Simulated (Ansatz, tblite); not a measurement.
# Al9N9 zinc blende off disc (Al₉N₉): removing and adding an electron

What does removing or adding an electron cost or gain for Al9N9 zinc blende off disc (Al₉N₉)? Each charged state is run at several levels.

Method: as each input shows; program: Ansatz 0.2.0, Gaussian basis.

Levels to be run: charge +1 doublet, at the geometry of the singlet (PBE0-D4/def2-TZVP, PBE-D4/def2-TZVP, BLYP-D4/def2-TZVP); charge -1 doublet, at the geometry of the singlet (PBE0-D4/def2-TZVP, PBE-D4/def2-TZVP, BLYP-D4/def2-TZVP); the starting singlet's energies come from earlier runs.

## Step 1: The relaxed structure

The geometry is that of the singlet, from an earlier relaxation (PBE-D4/def2-SVP).

18 atoms, charge 0, spin multiplicity 1.

Atoms are counted from 1 here; the program's logs count them from 0.

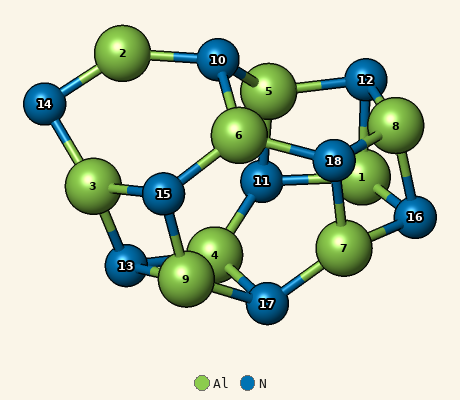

The geometry (aluminium green, nitrogen blue); atoms are numbered from 1 in the order of the file.

## Step 2: Charge +1 doublet at the fixed geometry, PBE0-D4/def2-TZVP

in.yaml

```yaml
crystal:
  periodic: [false, false, false]
  atoms:
    - {symbol: Al, position_ang: [-1.664676, 2.097983, -1.104328]}
    - {symbol: Al, position_ang: [-0.941796, -2.434513, 1.867511]}
    - {symbol: Al, position_ang: [0.764635, -2.793806, 0.008009]}
    - {symbol: Al, position_ang: [-0.035267, -0.515800, -1.949887]}
    - {symbol: Al, position_ang: [-1.830820, 0.279081, 0.587604]}
    - {symbol: Al, position_ang: [0.873370, -0.111582, 1.486285]}
    - {symbol: Al, position_ang: [1.151498, 1.942160, -0.730957]}
    - {symbol: Al, position_ang: [-0.525044, 2.729972, 0.951652]}
    - {symbol: Al, position_ang: [2.145133, -0.925571, -0.972480]}
    - {symbol: N, position_ang: [-0.927722, -0.650554, 1.886224]}
    - {symbol: N, position_ang: [-1.570718, 0.236468, -1.296958]}
    - {symbol: N, position_ang: [-2.230381, 2.061112, 0.721331]}
    - {symbol: N, position_ang: [0.849281, -2.111935, -1.695459]}
    - {symbol: N, position_ang: [-0.340697, -3.815649, 1.017853]}
    - {symbol: N, position_ang: [1.930911, -1.428455, 0.788542]}
    - {symbol: N, position_ang: [-0.197403, 3.183423, -0.884544]}
    - {symbol: N, position_ang: [1.555752, 0.577952, -1.829743]}
    - {symbol: N, position_ang: [0.993923, 1.679723, 1.149356]}
basis:
  gaussian: {orbitals: def2-TZVP, fitting: {mean_field: def2-universal-jkfit}}
total_charge: 1
magnetization: {spin_polarized: true, initial_magnetization: 1}
hamiltonian: {xc: pbe0, dispersion: d4}
scf: {omitted_lower_state_checks: [starts]}
output: {orbitals: {seedname: orbitals}}
```

On the command line:

```bash
> ansatz run in.yaml --threads 2 --pin off --events-out ev --progress --plain --max-ram 32768MiB --backend cuda --devices 0, --max-vram 18GiB
```

Log:

```text
Functional definition: PBE0
  name "PBE0"
  cite "Adamo & Barone, J. Chem. Phys. 110, 6158 (1999) doi:10.1063/1.478522"
  cite "Perdew, Burke & Ernzerhof, Phys. Rev. Lett. 77, 3865 (1996) doi:10.1103/PhysRevLett.77.3865"
  parent pbe
  parameter a = 0.25
  parameter kappa = 0.804
  parameter beta = 0.06672455060314922
  exchange = (1 - a)*pbe_x(kappa = kappa, mu = beta*pi^2/3) + a*exact_x
  correlation = pbe_c(beta = beta)
these checks for a lower state are left out or cut short: starts
1845 factors; integrals over basis functions are off by at most 4.2e-1 eV
mean field evaluation 1: about -72678.5356 eV, gradient 1.3e2 eV
mean field evaluation 2: about -72141.6464 eV, gradient 3.0e2 eV
mean field evaluation 4: about -72654.4632 eV, gradient 1.1e2 eV
mean field evaluation 8: about -72752.5590 eV, gradient 9.3e-1 eV
mean field evaluation 16: about -72752.6290 eV, gradient 2.9e-3 eV
mean field -72752.62900562 eV, -2673.6098024534 hartree, gradient 7.7e-6 eV, S^2 0.771185; 0 other end points of the search recorded, 0 dependent functions left out
reference -72752.62905507 eV, -2673.6098042707 hartree; 90, 89 occupied and 522, 523 virtual orbitals, 1845 factors
Total energy: -72754.03996324 eV, -2673.6616541897 hartree
Checks for a lower state left out: starts
```

Wall time 21 s (1 × H100 (card shared with other runs) with 2 threads of AMD EPYC 7R13, shared host); peak host memory 1.2 GiB.

Report: HOMO -9.86 eV, LUMO -8.91 eV (over both spins); ⟨S²⟩ 0.771 (pure: 0.75).

## Step 3: Charge +1 doublet at the fixed geometry, PBE-D4/def2-TZVP

start.molden holds the orbitals of an earlier run on this state, given as this run's starting guess.

in.yaml: that of step 2 with these lines changed.

```diff
@@ -22,6 +22,6 @@
 basis:
-  gaussian: {orbitals: def2-TZVP, fitting: {mean_field: def2-universal-jkfit}}
+  gaussian: {orbitals: def2-TZVP, fitting: {mean_field: def2-universal-jkfit}, initial_orbitals: start.molden}
 total_charge: 1
 magnetization: {spin_polarized: true, initial_magnetization: 1}
-hamiltonian: {xc: pbe0, dispersion: d4}
+hamiltonian: {xc: pbe, dispersion: d4}
 scf: {omitted_lower_state_checks: [starts]}
```

Same command.

Log:

```text
Functional definition: PBE
  name "PBE"
  cite "Perdew, Burke & Ernzerhof, Phys. Rev. Lett. 77, 3865 (1996) doi:10.1103/PhysRevLett.77.3865"
  parent pbe
  parameter kappa = 0.804
  parameter beta = 0.06672455060314922
  exchange = pbe_x(kappa = kappa, mu = beta*pi^2/3)
  correlation = pbe_c(beta = beta)
these checks for a lower state are left out or cut short: starts
1845 factors; integrals over basis functions are off by at most 4.2e-1 eV
mean field evaluation 1: about -72747.7702 eV, gradient 1.6e1 eV
mean field evaluation 2: about -72748.3268 eV, gradient 8.6e-1 eV
mean field evaluation 4: about -72748.3816 eV, gradient 7.4e-1 eV
mean field evaluation 8: about -72748.4063 eV, gradient 3.2e-1 eV
mean field evaluation 16: about -72748.4011 eV, gradient 1.9e-5 eV
mean field -72748.40106810 eV, -2673.4544286155 hartree, gradient 3.8e-6 eV, S^2 0.754732; 0 other end points of the search recorded, 0 dependent functions left out
reference -72748.40113212 eV, -2673.4544309681 hartree; 90, 89 occupied and 522, 523 virtual orbitals, 1845 factors
Total energy: -72750.00063211 eV, -2673.5132115086 hartree
Checks for a lower state left out: starts
```

Run time: 19 s. Hardware: 1 × H100 (card shared with other runs) with 2 threads of AMD EPYC 7R13, shared host; peak host memory 1.2 GiB.

HOMO -9.11 eV, LUMO -9.14 eV (over both spins; with the spin held, an empty level of the minority spin lies below the top filled one); ⟨S²⟩ 0.755 (pure: 0.75).

## Step 4: Charge +1 doublet at the fixed geometry, BLYP-D4/def2-TZVP

in.yaml: that of step 3 with these lines changed.

```diff
@@ -25,3 +25,3 @@
 magnetization: {spin_polarized: true, initial_magnetization: 1}
-hamiltonian: {xc: pbe, dispersion: d4}
+hamiltonian: {xc: {name: BLYP}, dispersion: d4}
 scf: {omitted_lower_state_checks: [starts]}
```

The command is unchanged.

Log, shortened:

```text
Functional definition: BLYP
  name "BLYP"
  cite "Becke, Phys. Rev. A 38, 3098 (1988) doi:10.1103/PhysRevA.38.3098"
  cite "Lee, Yang & Parr, Phys. Rev. B 37, 785 (1988) doi:10.1103/PhysRevB.37.785"
[...]
1845 factors; integrals over basis functions are off by at most 4.2e-1 eV
[...]
mean field -72794.07683014 eV, -2675.1329819101 hartree, gradient 4.1e-6 eV, S^2 0.754823; 0 other end points of the search recorded, 0 dependent functions left out
reference -72794.07730418 eV, -2675.1329993310 hartree; 90, 89 occupied and 522, 523 virtual orbitals, 1845 factors
Total energy: -72797.35233900 eV, -2675.2533546407 hartree
Checks for a lower state left out: starts
```

Run time: 20 s. Hardware: 1 × H100 (card shared with other runs) with 2 threads of AMD EPYC 7R13, shared host; peak host memory 1.2 GiB.

HOMO -8.96 eV, LUMO -8.98 eV (over both spins; with the spin held, an empty level of the minority spin lies below the top filled one); ⟨S²⟩ 0.755 (pure: 0.75).

## Step 5: Vertical ionisation energy

Charged state less starting state, singlet to doublet; the starting state's energies are those of its earlier runs.

```
            level  vertical ionisation energy (eV)  time
 PBE-D4/def2-TZVP                            +7.27  28 s
BLYP-D4/def2-TZVP                            +7.17  28 s
PBE0-D4/def2-TZVP                            +7.64  29 s
```

Times add the two runs; a level without a time comes out of a correlated run.

Beside −ε(HOMO) of the starting state:

```
            level  −ε(HOMO) (eV)  by difference (eV)  mismatch (eV)
 PBE-D4/def2-TZVP           5.22                7.27          -2.05
BLYP-D4/def2-TZVP           5.07                7.17          -2.10
PBE0-D4/def2-TZVP           6.31                7.64          -1.33
```

## Step 6: Charge -1 doublet at the fixed geometry, PBE0-D4/def2-TZVP

in.yaml: that of step 4 with these lines changed.

```diff
@@ -22,6 +22,6 @@
 basis:
-  gaussian: {orbitals: def2-TZVP, fitting: {mean_field: def2-universal-jkfit}, initial_orbitals: start.molden}
-total_charge: 1
+  gaussian: {orbitals: def2-TZVP, fitting: {mean_field: def2-universal-jkfit}}
+total_charge: -1
 magnetization: {spin_polarized: true, initial_magnetization: 1}
-hamiltonian: {xc: {name: BLYP}, dispersion: d4}
+hamiltonian: {xc: pbe0, dispersion: d4}
 scf: {omitted_lower_state_checks: [starts]}
```

Launched as before.

Log, shortened:

```text
Functional definition: PBE0
  name "PBE0"
  cite "Adamo & Barone, J. Chem. Phys. 110, 6158 (1999) doi:10.1063/1.478522"
  cite "Perdew, Burke & Ernzerhof, Phys. Rev. Lett. 77, 3865 (1996) doi:10.1103/PhysRevLett.77.3865"
  parent pbe
[...]
1845 factors; integrals over basis functions are off by at most 4.2e-1 eV
[...]
mean field -72762.38340746 eV, -2673.9682701093 hartree, gradient 4.3e-5 eV, S^2 0.764687; 0 other end points of the search recorded, 0 dependent functions left out
reference -72762.38344888 eV, -2673.9682716315 hartree; 91, 90 occupied and 521, 522 virtual orbitals, 1845 factors
Total energy: -72763.87755680 eV, -2674.0231790847 hartree
Checks for a lower state left out: starts
```

Wall time 21 s (1 × H100 (card shared with other runs) with 2 threads of AMD EPYC 7R13, shared host); peak host memory 1.2 GiB.

From the report: HOMO -1.05 eV, LUMO 0.29 eV (over both spins); ⟨S²⟩ 0.765 (pure: 0.75).

## Step 7: Charge -1 doublet at the fixed geometry, PBE-D4/def2-TZVP

in.yaml: that of step 6 with these lines changed.

```diff
@@ -22,6 +22,6 @@
 basis:
-  gaussian: {orbitals: def2-TZVP, fitting: {mean_field: def2-universal-jkfit}}
+  gaussian: {orbitals: def2-TZVP, fitting: {mean_field: def2-universal-jkfit}, initial_orbitals: start.molden}
 total_charge: -1
 magnetization: {spin_polarized: true, initial_magnetization: 1}
-hamiltonian: {xc: pbe0, dispersion: d4}
+hamiltonian: {xc: pbe, dispersion: d4}
 scf: {omitted_lower_state_checks: [starts]}
```

The command is unchanged.

Log:

```text
Functional definition: PBE
  name "PBE"
  cite "Perdew, Burke & Ernzerhof, Phys. Rev. Lett. 77, 3865 (1996) doi:10.1103/PhysRevLett.77.3865"
  parent pbe
  parameter kappa = 0.804
  parameter beta = 0.06672455060314922
  exchange = pbe_x(kappa = kappa, mu = beta*pi^2/3)
  correlation = pbe_c(beta = beta)
these checks for a lower state are left out or cut short: starts
1845 factors; integrals over basis functions are off by at most 4.2e-1 eV
mean field evaluation 1: about -72757.5481 eV, gradient 1.6e1 eV
mean field evaluation 2: about -72758.0520 eV, gradient 6.4e-1 eV
mean field evaluation 4: about -72758.0505 eV, gradient 7.6e-2 eV
mean field evaluation 8: about -72758.0505 eV, gradient 2.7e-5 eV
mean field -72758.05052341 eV, -2673.8090395572 hartree, gradient 2.7e-5 eV, S^2 0.761006; 0 other end points of the search recorded, 0 dependent functions left out
reference -72758.05057715 eV, -2673.8090415323 hartree; 91, 90 occupied and 521, 522 virtual orbitals, 1845 factors
Total energy: -72759.74422616 eV, -2673.8712819853 hartree
Checks for a lower state left out: starts
```

Wall time 13 s (1 × H100 (card shared with other runs) with 2 threads of AMD EPYC 7R13, shared host); peak host memory 1.1 GiB.

HOMO -0.84 eV, LUMO -0.44 eV (over both spins); ⟨S²⟩ 0.761 (pure: 0.75).

## Step 8: Charge -1 doublet at the fixed geometry, BLYP-D4/def2-TZVP

in.yaml: that of step 7 with these lines changed.

```diff
@@ -25,3 +25,3 @@
 magnetization: {spin_polarized: true, initial_magnetization: 1}
-hamiltonian: {xc: pbe, dispersion: d4}
+hamiltonian: {xc: {name: BLYP}, dispersion: d4}
 scf: {omitted_lower_state_checks: [starts]}
```

Same command.

Log:

```text
Functional definition: BLYP
  name "BLYP"
  cite "Becke, Phys. Rev. A 38, 3098 (1988) doi:10.1103/PhysRevA.38.3098"
  cite "Lee, Yang & Parr, Phys. Rev. B 37, 785 (1988) doi:10.1103/PhysRevB.37.785"
  parameter beta = 0.0042
  parameter a = 0.04918
  parameter b = 0.132
  parameter c = 0.2533
  parameter d = 0.349
  exchange = b88_x(beta = beta)
  correlation = lyp_c(a = a, b = b, c = c, d = d)
these checks for a lower state are left out or cut short: starts
1845 factors; integrals over basis functions are off by at most 4.2e-1 eV
mean field evaluation 1: about -72802.4626 eV, gradient 2.3e1 eV
mean field evaluation 2: about -72803.4073 eV, gradient 1.0e0 eV
mean field evaluation 4: about -72803.4173 eV, gradient 7.9e-2 eV
mean field evaluation 8: about -72803.4173 eV, gradient 1.7e-5 eV
mean field -72803.41733084 eV, -2675.4762389796 hartree, gradient 1.7e-5 eV, S^2 0.755689; 0 other end points of the search recorded, 0 dependent functions left out
reference -72803.41775304 eV, -2675.4762544954 hartree; 91, 90 occupied and 521, 522 virtual orbitals, 1845 factors
Total energy: -72806.88531117 eV, -2675.6036849062 hartree
Checks for a lower state left out: starts
```

Run time: 13 s. Hardware: 1 × H100 (card shared with other runs) with 2 threads of AMD EPYC 7R13, shared host; peak host memory 1.1 GiB.

Report: HOMO -0.65 eV, LUMO -0.35 eV (over both spins); ⟨S²⟩ 0.756 (pure: 0.75).

## Step 9: Vertical electron affinity

Starting state less charged state (positive: the electron is bound), singlet to doublet; the starting state's energies are those of its earlier runs.

```
            level  vertical electron affinity (eV)  time
 PBE-D4/def2-TZVP                            +2.47  22 s
BLYP-D4/def2-TZVP                            +2.36  21 s
PBE0-D4/def2-TZVP                            +2.20  30 s
```

Times add the two runs; a level without a time comes out of a correlated run.

Beside −ε(LUMO) of the starting state:

```
            level  −ε(LUMO) (eV)  by difference (eV)  mismatch (eV)
 PBE-D4/def2-TZVP           4.00                2.47          +1.53
BLYP-D4/def2-TZVP           3.89                2.36          +1.52
PBE0-D4/def2-TZVP           3.25                2.20          +1.05
```

## Step 10: Summary of results

| quantity | value |
| --- | --- |
| vertical ionisation energy, functionals in def2-TZVP | 7.17 (BLYP-D4) to 7.64 eV (PBE0-D4) |
| vertical electron affinity, functionals in def2-TZVP | 2.20 (PBE0-D4) to 2.47 eV (PBE-D4) |

In words: The vertical ionisation energy spans 7.17 to 7.64 eV over the functionals. −ε(HOMO) misses the level's own difference by -1.33 eV at best (PBE0-D4) and -2.10 eV at worst (BLYP-D4). The vertical electron affinity spans 2.20 to 2.47 eV over the functionals. −ε(LUMO) misses the level's own difference by +1.05 eV at best (PBE0-D4) and +1.53 eV at worst (PBE-D4).
